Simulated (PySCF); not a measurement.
Consider BeAs (quartet).

```xyz
2

Be    0.0000    0.0000   -1.9540
As    0.0000    0.0000    0.2350
```

Computed with PySCF, PBE0/6-31G(d,p), non-relativistic, at a bond length of 2.189 Å.

**Predict the electron density, electron localisation function and spin density between the atoms.**

Be–As (2.19 Å): ρ at the midpoint is about 0.62 e/Å³; the ELF peaks at about 0.95 between the atoms, as expected for a covalent bond.
The unpaired spin (3 electrons) lies mostly on As2 (about 1.9) and Be1 (about 1.1), in electrons by Hirshfeld's partition.

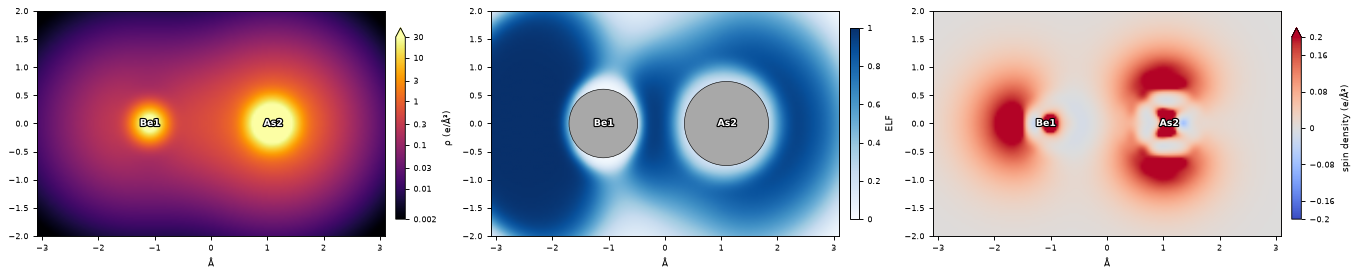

Computed electron density, electron localisation function and spin density on a plane that holds the molecular axis, in this order. Grey discs cover the atomic cores in the ELF map. 
